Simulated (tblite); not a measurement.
# Geometry relaxation of C3H12ClGe2N (part 3 of 3)

The same run, continued: C3H12ClGe2N, SMILES CC(C)[NH][GeH2][GeH2][Cl]; GFN2-xTB geometry optimisation, gas phase (tblite 0.8.0). It belongs to a series of runs on one base structure; here: H on N replaced by iPr.

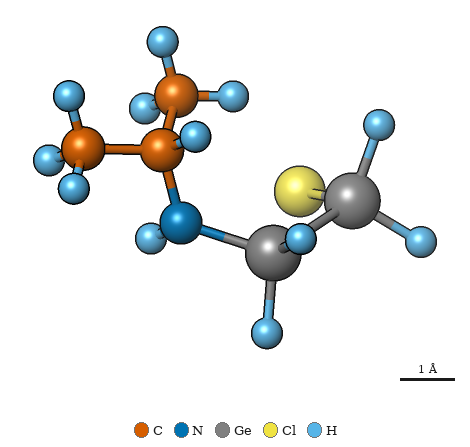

**Figure 1.** The geometry at step 136 of the log (ball-and-stick view, seen at a tilt).

### Trajectory as extended XYZ, continued
```
19
Properties=species:S:1:pos:R:3:forces:R:3 step=118 energy=-651.38630
C    -2.5661   -0.2548   -0.6233    0.0060   0.0020   0.0010
C    -1.1670   -0.3616   -0.0220    0.0010   0.0140   0.0100
C    -0.9342    0.7676    0.9825    0.0090   0.0010   0.0050
N    -0.1815   -0.3772   -1.0937   -0.0110   0.0020   0.0120
Ge    1.5085   -0.9736   -0.8100   -0.0120   0.0010  -0.0010
Ge    2.9027    0.3296    0.7008    0.0040   0.0040  -0.0210
Cl    2.6919    2.3901    0.2784    0.0160   0.0040   0.0100
H    -2.6970    0.7161   -1.0970   -0.0020  -0.0070  -0.0130
H    -3.3179   -0.3666    0.1535   -0.0140  -0.0070  -0.0120
H    -2.7104   -1.0292   -1.3717   -0.0020  -0.0050   0.0050
H    -1.0739   -1.3251    0.4968    0.0040   0.0180  -0.0110
H     0.0497    0.6698    1.4463   -0.0170  -0.0030  -0.0050
H    -0.9827    1.7336    0.4811   -0.0100  -0.0210   0.0140
H    -1.6870    0.7405    1.7670    0.0050   0.0100  -0.0180
H    -0.2448    0.4805   -1.6309    0.0060  -0.0130   0.0140
H     1.3233   -2.3882   -0.3165    0.0050   0.0060   0.0040
H     2.1080   -1.0323   -2.1940   -0.0050   0.0000  -0.0040
H     4.4059    0.0766    0.6551   -0.0010   0.0010   0.0040
H     2.5628    0.2135    2.1900    0.0170  -0.0080   0.0050
19
Properties=species:S:1:pos:R:3:forces:R:3 step=124 energy=-651.38711
C    -2.5665   -0.2539   -0.6318   -0.0030   0.0020   0.0020
C    -1.1729   -0.3617   -0.0174   -0.0060  -0.0090  -0.0120
C    -0.9477    0.7672    0.9877   -0.0060  -0.0090  -0.0070
N    -0.1803   -0.3775   -1.0813   -0.0060   0.0000  -0.0110
Ge    1.5077   -0.9760   -0.8026    0.0120  -0.0010   0.0220
Ge    2.9174    0.3291    0.6971   -0.0010   0.0110  -0.0010
Cl    2.7026    2.3913    0.2756    0.0100  -0.0170   0.0160
H    -2.6918    0.7189   -1.1040   -0.0080  -0.0180  -0.0030
H    -3.3257   -0.3695    0.1369   -0.0170   0.0060  -0.0040
H    -2.7062   -1.0255   -1.3844    0.0150  -0.0030   0.0080
H    -1.0827   -1.3250    0.5007   -0.0030  -0.0030   0.0050
H     0.0394    0.6806    1.4455    0.0030  -0.0010   0.0020
H    -1.0140    1.7309    0.4873    0.0140   0.0290  -0.0040
H    -1.6963    0.7318    1.7743   -0.0160  -0.0040   0.0180
H    -0.2415    0.4787   -1.6200    0.0030   0.0120  -0.0030
H     1.3231   -2.3921   -0.3117    0.0080   0.0130   0.0070
H     2.1031   -1.0311   -2.1883   -0.0050  -0.0020  -0.0100
H     4.4216    0.0816    0.6351   -0.0060  -0.0050  -0.0020
H     2.6010    0.2116    2.1940    0.0090   0.0000  -0.0230
19
Properties=species:S:1:pos:R:3:forces:R:3 step=130 energy=-651.38864
C    -2.5690   -0.2683   -0.6377   -0.0060  -0.0060  -0.0030
C    -1.1766   -0.3522   -0.0167    0.0050   0.0050   0.0060
C    -0.9617    0.7813    0.9866   -0.0050   0.0080  -0.0010
N    -0.1813   -0.3639   -1.0788    0.0050   0.0110   0.0000
Ge    1.5055   -0.9678   -0.7986   -0.0160   0.0040  -0.0180
Ge    2.9290    0.3256    0.6931    0.0040  -0.0020   0.0180
Cl    2.7188    2.3949    0.3177   -0.0040  -0.0030   0.0130
H    -2.7025    0.6901   -1.1350    0.0070   0.0120   0.0030
H    -3.3349   -0.3737    0.1263    0.0100   0.0000   0.0020
H    -2.6938   -1.0576   -1.3741    0.0010  -0.0120   0.0060
H    -1.0754   -1.3110    0.5085   -0.0140  -0.0030  -0.0090
H     0.0262    0.6983    1.4447   -0.0080   0.0020   0.0030
H    -1.0295    1.7478    0.4890   -0.0050  -0.0230   0.0000
H    -1.7107    0.7399    1.7743    0.0090   0.0060  -0.0180
H    -0.2384    0.4954   -1.6133   -0.0070   0.0050   0.0000
H     1.3093   -2.3782   -0.2993    0.0140  -0.0030   0.0110
H     2.0972   -1.0371   -2.1873   -0.0100   0.0020   0.0140
H     4.4274    0.0746    0.6006    0.0380  -0.0130  -0.0170
H     2.6504    0.1712    2.1925   -0.0190   0.0110  -0.0110
19
Properties=species:S:1:pos:R:3:forces:R:3 step=136 energy=-651.38945
C    -2.5701   -0.2762   -0.6402    0.0030   0.0010   0.0020
C    -1.1794   -0.3489   -0.0137   -0.0020   0.0030  -0.0020
C    -0.9695    0.7903    0.9834   -0.0060   0.0030   0.0030
N    -0.1830   -0.3579   -1.0746    0.0050  -0.0140   0.0010
Ge    1.5031   -0.9628   -0.7981    0.0160   0.0160   0.0030
Ge    2.9410    0.3226    0.6914    0.0130  -0.0200  -0.0210
Cl    2.7285    2.3981    0.3544   -0.0010  -0.0030   0.0050
H    -2.7031    0.6767   -1.1491   -0.0030  -0.0100   0.0040
H    -3.3385   -0.3754    0.1221    0.0070   0.0040   0.0020
H    -2.6875   -1.0767   -1.3661   -0.0070   0.0110   0.0040
H    -1.0775   -1.3055    0.5152    0.0060   0.0030  -0.0100
H     0.0185    0.7148    1.4423   -0.0040  -0.0020  -0.0020
H    -1.0416    1.7529    0.4801   -0.0030  -0.0040  -0.0080
H    -1.7179    0.7513    1.7709   -0.0080   0.0000  -0.0020
H    -0.2420    0.5012   -1.6093   -0.0040  -0.0010   0.0040
H     1.3167   -2.3728   -0.2927   -0.0020   0.0050   0.0040
H     2.0868   -1.0366   -2.1886    0.0000   0.0020  -0.0020
H     4.4412    0.0675    0.5780   -0.0110   0.0010   0.0040
H     2.6645    0.1464    2.1872    0.0010   0.0060   0.0100
19
Properties=species:S:1:pos:R:3:forces:R:3 step=142 energy=-651.38970
C    -2.5714   -0.2801   -0.6395    0.0010   0.0030   0.0010
C    -1.1804   -0.3482   -0.0133    0.0000  -0.0040  -0.0030
C    -0.9730    0.7950    0.9798    0.0020  -0.0040  -0.0060
N    -0.1833   -0.3585   -1.0735   -0.0040   0.0070  -0.0030
Ge    1.5048   -0.9581   -0.7980   -0.0070  -0.0060   0.0050
Ge    2.9462    0.3169    0.6931   -0.0020   0.0150   0.0080
Cl    2.7293    2.3954    0.3718    0.0040  -0.0100  -0.0010
H    -2.7065    0.6689   -1.1548    0.0040  -0.0020   0.0050
H    -3.3378   -0.3738    0.1252   -0.0020  -0.0010   0.0040
H    -2.6908   -1.0847   -1.3603   -0.0030   0.0040   0.0050
H    -1.0765   -1.3032    0.5176    0.0040  -0.0010   0.0000
H     0.0144    0.7204    1.4403   -0.0060   0.0040   0.0010
H    -1.0434    1.7543    0.4701   -0.0020   0.0030   0.0000
H    -1.7230    0.7610    1.7660   -0.0050  -0.0030  -0.0060
H    -0.2458    0.4995   -1.6096    0.0040  -0.0030  -0.0020
H     1.3190   -2.3690   -0.2941    0.0020   0.0050   0.0000
H     2.0871   -1.0279   -2.1887    0.0030   0.0000  -0.0060
H     4.4446    0.0628    0.5694    0.0010   0.0000   0.0050
H     2.6766    0.1384    2.1910    0.0050  -0.0050  -0.0070
19
Properties=species:S:1:pos:R:3:forces:R:3 step=148 energy=-651.38984
C    -2.5714   -0.2854   -0.6350   -0.0010  -0.0020   0.0030
C    -1.1783   -0.3462   -0.0132    0.0020   0.0010   0.0000
C    -0.9743    0.8037    0.9727   -0.0020   0.0000   0.0010
N    -0.1840   -0.3578   -1.0758   -0.0010  -0.0020  -0.0050
Ge    1.5052   -0.9548   -0.8019    0.0030   0.0020  -0.0010
Ge    2.9472    0.3131    0.6959   -0.0030  -0.0080  -0.0020
Cl    2.7262    2.3931    0.3978    0.0040   0.0070  -0.0010
H    -2.7084    0.6593   -1.1570   -0.0020   0.0040  -0.0010
H    -3.3353   -0.3735    0.1329    0.0000   0.0000   0.0060
H    -2.6935   -1.0957   -1.3485    0.0000  -0.0030  -0.0030
H    -1.0681   -1.2977    0.5226   -0.0020   0.0000   0.0000
H     0.0119    0.7348    1.4361    0.0010   0.0000   0.0010
H    -1.0464    1.7601    0.4578   -0.0010  -0.0010  -0.0040
H    -1.7264    0.7723    1.7569   -0.0030  -0.0010   0.0020
H    -0.2502    0.4969   -1.6163    0.0030   0.0050  -0.0040
H     1.3206   -2.3652   -0.2976    0.0010  -0.0040  -0.0020
H     2.0873   -1.0233   -2.1938   -0.0030   0.0000   0.0060
H     4.4454    0.0614    0.5674    0.0040   0.0020   0.0020
H     2.6827    0.1142    2.1914    0.0000   0.0000   0.0010
```

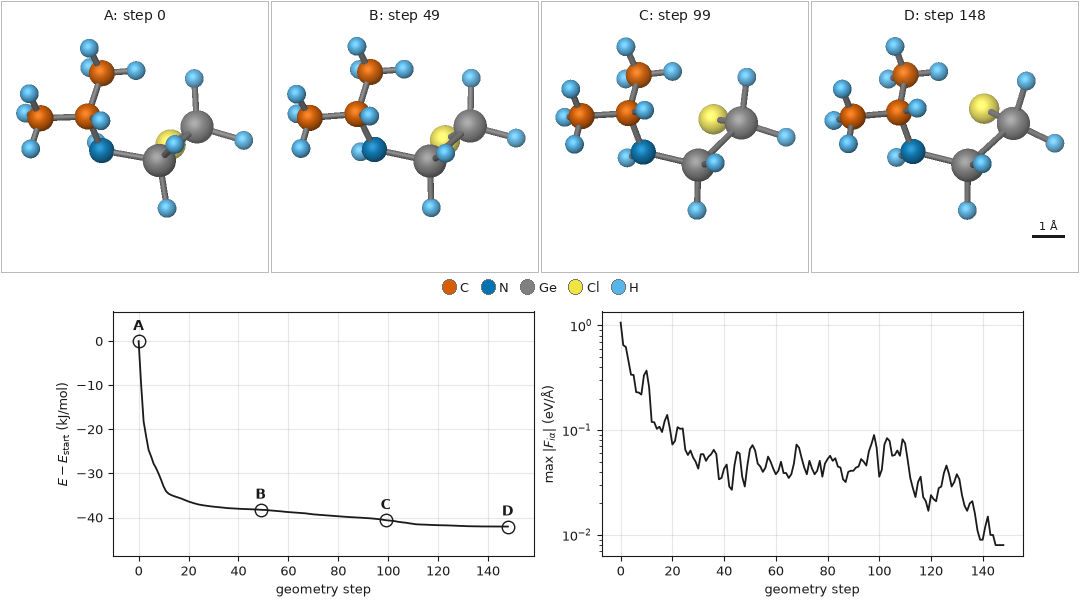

**Figure 2.** Frames of the relaxation (ball-and-stick view, seen at a tilt) above the curves, on which the letters mark them (steps are counted from 0).

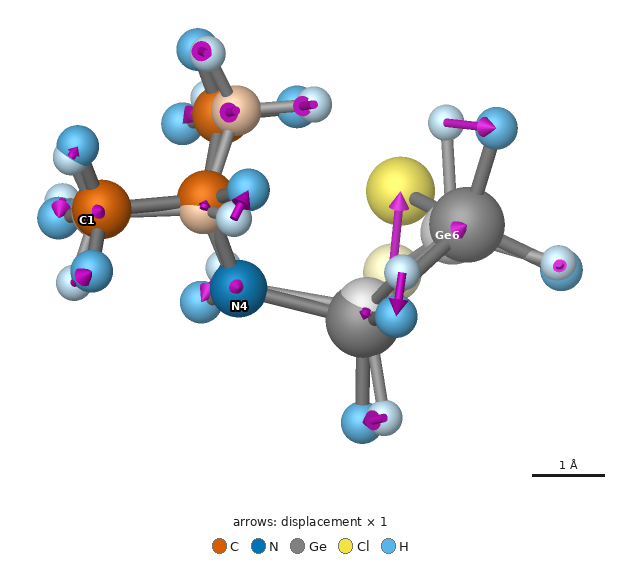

**Figure 3.** Start (faint) and end (solid) with the displacements as pink arrows, at true length (ball-and-stick view, seen at a tilt). The two geometries are laid on each other by the best rigid fit. Over 148 geometry steps the energy falls by 42.0 kJ/mol. Largest force component: 1.1 eV/Å at the start, 0.008 eV/Å at the end. The largest move after the best rigid fit is that of Cl7, 1.21 Å. Largest moves by element: Cl 1.21 Å, H 0.99 Å, C 0.50 Å, Ge 0.36 Å, N 0.25 Å. Among the contacts that change: N4–Ge5 1.884 → 1.812 Å, Ge6–Cl7 2.169 → 2.113 Å, Ge5–Ge6 2.388 → 2.435 Å, Ge5–H16 1.551 → 1.509 Å. Among the angles that change: C2–N4–Ge5 110.9° → 121.9°, N4–Ge5–Ge6 109.4° → 118.3°, Ge5–Ge6–H18 109.3° → 116.4°. (Atoms are counted from 1 in the order of the input.)

This output came from the following input.

### The input
```
{"job": {"kind": "relax", "xc": "GFN2-xTB", "basis": "xTB"}, "charge": 0, "multiplicity": 1}
C     -2.537900    -0.093600    -0.746800
C     -1.193300    -0.418300    -0.134700
C     -0.992500     0.352800     1.191600
N     -0.131400    -0.110400    -1.108500
Ge     1.479400    -0.968200    -0.641800
Ge     2.914200     0.586200     0.465600
Cl     3.106300     2.379700    -0.738900
H     -2.607400     0.998100    -0.976600
H     -3.362200    -0.364400    -0.046300
H     -2.687500    -0.669500    -1.680500
H     -1.193700    -1.514200     0.100900
H     -0.066100     0.046700     1.693200
H     -0.973500     1.451700     1.006700
H     -1.836900     0.140300     1.880600
H      0.040300     0.922000    -1.129400
H      1.215900    -2.188300     0.279500
H      2.180100    -1.441700    -1.943900
H      4.314800    -0.060400     0.666600
H      2.321400     0.960800     1.855300
```

The first line tells a small driver script what to run in tblite; the rest is the geometry in Å.

Command:
```bash
OMP_NUM_THREADS=1 python <driver script> task.json out
```

### Results in brief

| quantity | value |
| --- | --- |
| outcome | converged |
| total energy | −651.3898 eV |
| hardware | 1 CPU thread, shared host |
| wall time | 4.4 s |
| peak memory | 0.18 GiB |
